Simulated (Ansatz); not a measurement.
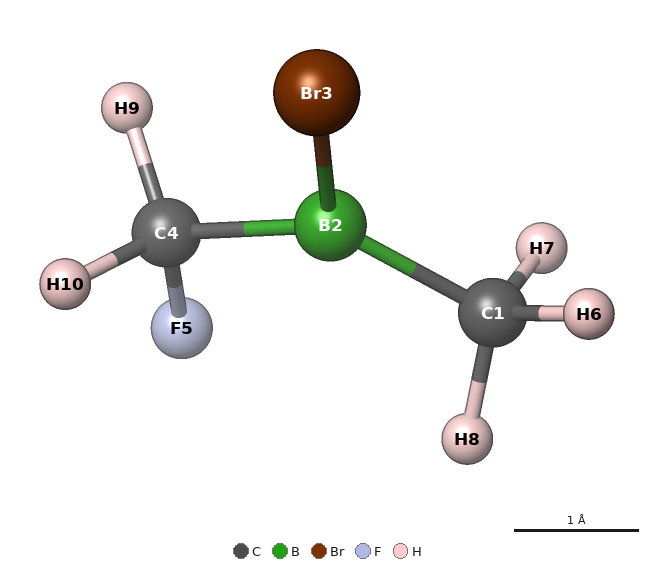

Orthographic view. Atoms fade into the background with distance from the viewer. The computed structure is the end point of a PBE0-D4/def2-TZVP optimisation. No frequency run is at hand to confirm it as a minimum.

Write a MOL file (V2000) with the atoms in numerical order, bonds sorted by atom number with the orders drawn, and coordinates in the frame of the picture: x right, y up, z towards the viewer, origin at the mean position.

```
C2H5BBrF
                    3D

 10  9  0  0  0  0  0  0  0  0999 V2000
    1.3300   -0.4400    0.0600 C   0  0  0  0  0  0  0  0  0  0  0  0
    0.0200    0.2700    0.4700 B   0  0  0  0  0  0  0  0  0  0  0  0
   -0.0900    1.3400    2.0700 Br  0  0  0  0  0  0  0  0  0  0  0  0
   -1.3000    0.2100   -0.3700 C   0  0  0  0  0  0  0  0  0  0  0  0
   -1.1800   -0.5600   -1.5200 F   0  0  0  0  0  0  0  0  0  0  0  0
    2.1100   -0.4500    0.8200 H   0  0  0  0  0  0  0  0  0  0  0  0
    1.7300    0.0800   -0.8300 H   0  0  0  0  0  0  0  0  0  0  0  0
    1.1300   -1.4600   -0.2900 H   0  0  0  0  0  0  0  0  0  0  0  0
   -1.6200    1.2200   -0.6600 H   0  0  0  0  0  0  0  0  0  0  0  0
   -2.1200   -0.2100    0.2400 H   0  0  0  0  0  0  0  0  0  0  0  0
  1  2  1  0
  1  6  1  0
  1  7  1  0
  1  8  1  0
  2  3  1  0
  2  4  1  0
  4  5  1  0
  4  9  1  0
  4 10  1  0
M  END
```
